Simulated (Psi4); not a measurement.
**C2H3BF (SMILES C=[C]BF): UHF/STO-3G**

Aim: the vertical ionisation energy of C2H3BF at UHF/STO-3G, from 2 runs. The job is set up through a QCSchema input.

Program for the calculation: Psi4 1.11.

### Step 1. The structure to begin with

The species is C2H3BF (7 atoms), meant as a doublet with charge 0. SMILES: `C=[C]BF`. The shape is that of a GFN2-xTB optimisation.

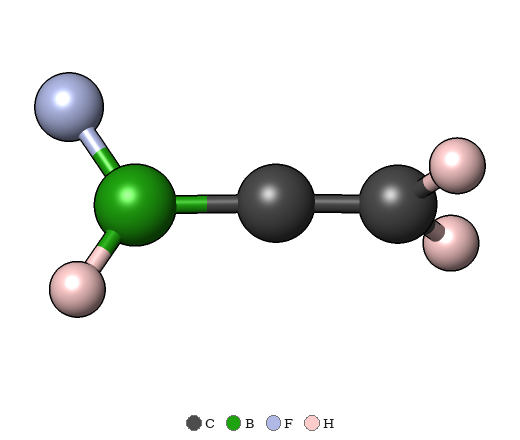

Viewed from a chosen angle; carbon dark grey, boron green, fluorine light blue, hydrogen pink.

### Step 2. A single-point energy at UHF/STO-3G

input.json reads:

```json
{
 "schema_name": "qcschema_input",
 "schema_version": 1,
 "molecule": {
  "schema_name": "qcschema_molecule",
  "schema_version": 2,
  "symbols": ["C", "C", "B", "F", "H", "H", "H"],
  "geometry": [-1.39696114, 2.20495134, 0.21476737, -0.10525775, 0.16125033, 0.00396842, 1.37553165, -2.19580507, -0.30396245, 2.41820693, -3.28475974, 1.72205073, -0.5651037, 4.0744385, 0.0800488, -3.4196295, 2.22566274, 0.54868198, 1.6932135, -3.1857381, -2.26559265],
  "molecular_charge": 0,
  "molecular_multiplicity": 2,
  "fix_symmetry": "c1",
  "fix_com": true,
  "fix_orientation": true
 },
 "driver": "energy",
 "model": {
  "method": "scf",
  "basis": "STO-3G"
 },
 "keywords": {
  "reference": "uhf",
  "puream": true,
  "e_convergence": 1e-09,
  "d_convergence": 1e-08,
  "scf_type": "pk",
  "maxiter": 200,
  "scf_properties": ["WIBERG_LOWDIN_INDICES", "LOWDIN_CHARGES", "MULLIKEN_CHARGES"]
 }
}
```

Command:

```sh
$ psi4 --qcschema input.json -n 1 --memory 1600MB
```

stdout:

```text
[...]
  Running in c1 symmetry.
[...]
  Nuclear repulsion =   88.617305534210885
[...]
  Multiplicity = 2
[...]
  Nalpha       = 15
  Nbeta        = 14
[...]
    Number of basis functions: 23
[...]
   @UHF iter   1:  -198.85669758586747   -2.58875e+00   1.01972e-02 DIIS/ADIIS
[...]
   @UHF iter  18:  -198.92093866494849   -6.87805e-12   1.43648e-09 DIIS
[...]
   @S^2 Observed:                1.043775402E+00
[...]
    Orbital Energies [Eh]
    ---------------------
    Alpha Occupied:
       1A    -25.957745     2A    -11.014574     3A    -10.996593
       4A     -7.456789     5A     -1.508353     6A     -0.999397
       7A     -0.768498     8A     -0.639198     9A     -0.584042
      10A     -0.583139    11A     -0.551033    12A     -0.522637
      13A     -0.429023    14A     -0.356650    15A     -0.313974
    Alpha Virtual:
      16A      0.310651    17A      0.340835    18A      0.632572
      19A      0.712225    20A      0.756196    21A      0.803154
      22A      0.823262    23A      1.205147
[...]
  @UHF Final Energy:  -198.92093866494849
   => Energetics <=
    Nuclear Repulsion Energy =             88.6173055342108853
    One-Electron Energy =                -450.2635716154314878
    Two-Electron Energy =                 162.7253274162720800
    Total Energy =                       -198.9209386649484941
  UHF NO Occupations:
  HONO-2 :   13  A 1.9944355
  HONO-1 :   14  A 1.8540514
[...]
 Multipole Moments:
 ------------------------------------------------------------------------------------
     Multipole            Electronic (a.u.)      Nuclear  (a.u.)        Total (a.u.)
 ------------------------------------------------------------------------------------
 L = 1.  Multiply by 2.5417464519 to convert [e a0] to [Debye]
 Dipole X            :        -17.5021178           17.3366876           -0.1654302
 Dipole Y            :         23.4653824          -23.2302898            0.2350926
 Dipole Z            :        -13.7328105           13.6541972           -0.0786133
 Magnitude           :                                                    0.2980197
[...]
  Mulliken Charges: (a.u.)
   Center  Symbol    Alpha    Beta     Spin     Total
       1     C     2.65306  3.50240 -0.84934 -0.15547
       2     C     3.83237  2.26295  1.56941 -0.09532
       3     B     2.30031  2.33301 -0.03270  0.36668
       4     F     4.62691  4.55789  0.06901 -0.18480
       5     H     0.52293  0.40604  0.11689  0.07102
       6     H     0.52280  0.40607  0.11673  0.07112
       7     H     0.54162  0.53162  0.01000 -0.07324
   Total alpha = 15.00000, Total beta = 14.00000, Total charge =  0.00000
  Lowdin Charges: (a.u.)
[...]
```

The result, in JSON:

```text
{
 "driver": "energy",
 "model": {
  "method": "scf",
  "basis": "STO-3G"
 },
 "success": true,
 "return_result": -198.9209386649485,
 "properties": {
  "calcinfo_nbasis": 23,
  "calcinfo_nmo": 23,
  "calcinfo_nalpha": 15,
  "calcinfo_nbeta": 14,
  "calcinfo_natom": 7,
  "nuclear_repulsion_energy": 88.61730553421089,
  "return_energy": -198.9209386649485,
  "scf_one_electron_energy": -450.2635716154315,
  "scf_two_electron_energy": 162.72532741627208,
  "scf_dipole_moment": [-0.1654302324246224, 0.23509259230890578, -0.07861334816600518],
  "scf_total_energy": -198.9209386649485,
  "scf_iterations": 18
 }
}
```

Run time: 1.9 s. Hardware: 1 thread of Intel Xeon Platinum 8375C at 2.90GHz (Ice Lake), shared host; peak memory 0.18 GiB.

### Step 3. The singlet cation

job.json reads:

```json
{
  "schema_name": "qcschema_input",
  "schema_version": 1,
  "molecule": {
    "schema_name": "qcschema_molecule",
    "schema_version": 2,
    "symbols": ["C", "C", "B", "F", "H", "H", "H"],
    "geometry": [-1.39696114, 2.20495134, 0.21476737, -0.10525775, 0.16125033, 0.00396842, 1.37553165, -2.19580507, -0.30396245, 2.41820693, -3.28475974, 1.72205073, -0.5651037, 4.0744385, 0.0800488, -3.4196295, 2.22566274, 0.54868198, 1.6932135, -3.1857381, -2.26559265],
    "molecular_charge": 1,
    "molecular_multiplicity": 1,
    "fix_symmetry": "c1"
  },
  "driver": "energy",
  "model": {
    "method": "hf",
    "basis": "STO-3G"
  },
  "keywords": {
    "reference": "rhf",
    "puream": true,
    "e_convergence": 1e-09,
    "d_convergence": 1e-08,
    "scf_type": "pk",
    "scf_properties": ["MULLIKEN_CHARGES", "WIBERG_LOWDIN_INDICES", "MAYER_INDICES"]
  }
}
```

Command:

```sh
$ psi4 --qcschema job.json -n 1 --memory 1600MB
```

stdout:

```text
[...]
  Running in c1 symmetry.
[...]
  Nuclear repulsion =   88.617305534210871
[...]
  Multiplicity = 1
[...]
  Nalpha       = 14
  Nbeta        = 14
[...]
    Number of basis functions: 23
[...]
   @RHF iter   1:  -198.54779737645038   -2.27985e+00   1.53906e-02 ADIIS/DIIS
[...]
   @RHF iter  13:  -198.65237173082392   -2.84217e-13   5.99126e-09 DIIS
[...]
    Orbital Energies [Eh]
    ---------------------
    Doubly Occupied:
       1A    -26.260580     2A    -11.456575     3A    -11.403775
       4A     -7.758431     5A     -1.760869     6A     -1.331986
       7A     -1.073499     8A     -0.935892     9A     -0.873345
      10A     -0.855529    11A     -0.819132    12A     -0.745954
      13A     -0.703205    14A     -0.662292
[...]
  @RHF Final Energy:  -198.65237173082392
   => Energetics <=
    Nuclear Repulsion Energy =             88.6173055342108711
    One-Electron Energy =                -441.2572272349669902
    Two-Electron Energy =                 153.9875499699322177
    Total Energy =                       -198.6523717308239156
[...]
 Multipole Moments:
 ------------------------------------------------------------------------------------
     Multipole            Electronic (a.u.)      Nuclear  (a.u.)        Total (a.u.)
 ------------------------------------------------------------------------------------
 L = 1.  Multiply by 2.5417464519 to convert [e a0] to [Debye]
 Dipole X            :          2.1943639           -3.3842497           -1.1898857
 Dipole Y            :         -3.0505194            4.7604221            1.7099027
 Dipole Z            :          1.2922085           -1.7760239           -0.4838154
 Magnitude           :                                                    2.1386146
[...]
  Mulliken Charges: (a.u.)
   Center  Symbol    Alpha    Beta     Spin     Total
       1     C     3.04295  3.04295  0.00000 -0.08589
       2     C     2.89397  2.89397  0.00000  0.21207
       3     B     2.27106  2.27106  0.00000  0.45787
       4     F     4.53989  4.53989  0.00000 -0.07978
       5     H     0.38124  0.38124  0.00000  0.23753
       6     H     0.38123  0.38123  0.00000  0.23754
       7     H     0.48967  0.48967  0.00000  0.02066
   Total alpha = 14.00000, Total beta = 14.00000, Total charge =  1.00000
  Mayer Bond Indices:
[...]
```

The result, in JSON:

```text
{
 "driver": "energy",
 "model": {
  "method": "hf",
  "basis": "STO-3G"
 },
 "success": true,
 "return_result": -198.65237173082392,
 "properties": {
  "calcinfo_nbasis": 23,
  "calcinfo_nmo": 23,
  "calcinfo_nalpha": 14,
  "calcinfo_nbeta": 14,
  "calcinfo_natom": 7,
  "nuclear_repulsion_energy": 88.61730553421087,
  "return_energy": -198.65237173082392,
  "scf_one_electron_energy": -441.257227234967,
  "scf_two_electron_energy": 153.98754996993222,
  "scf_dipole_moment": [-1.1898857243645433, 1.7099026863439835, -0.48381540560587477],
  "scf_total_energy": -198.65237173082392,
  "scf_iterations": 13
 }
}
```

Run time: 1.6 s. Hardware: 1 thread of Intel Xeon Platinum 8375C at 2.90GHz (Ice Lake), shared host; peak memory 0.18 GiB.

### Step 4. Results

At UHF/STO-3G:

| quantity | value |
| --- | --- |
| doublet C2H3BF: total energy | -198.92094 Eh |
| doublet C2H3BF: dipole moment | 0.76 D |
| doublet C2H3BF: HOMO energy (highest over α and β) | -8.54 eV |
| doublet C2H3BF: LUMO energy (lowest over α and β) | 5.00 eV |
| doublet C2H3BF: ⟨S²⟩ | 1.044 |
| singlet cation: total energy | -198.65237 Eh |
| singlet cation: HOMO energy | -18.02 eV |
| singlet cation: LUMO energy | -5.69 eV |
| singlet cation: HOMO–LUMO gap | 12.33 eV |
| vertical ionisation energy (to the singlet cation) | 7.308 eV |

**Reading.** The vertical ionisation energy comes to 7.31 eV (169 kcal/mol). Only the singlet of the ionised species was computed; a triplet could lie lower. In a minimal basis such a difference can be off by several eV, whatever the method. ⟨S²⟩ (doublet C2H3BF) is 1.04 where a pure doublet has 0.75: the reference is spin-contaminated. Mulliken charges (doublet C2H3BF) run from -0.18 on F4 to +0.37 on B3; they depend strongly on the basis. Mulliken charges (singlet cation) run from -0.09 on C1 to +0.46 on B3; they depend strongly on the basis.
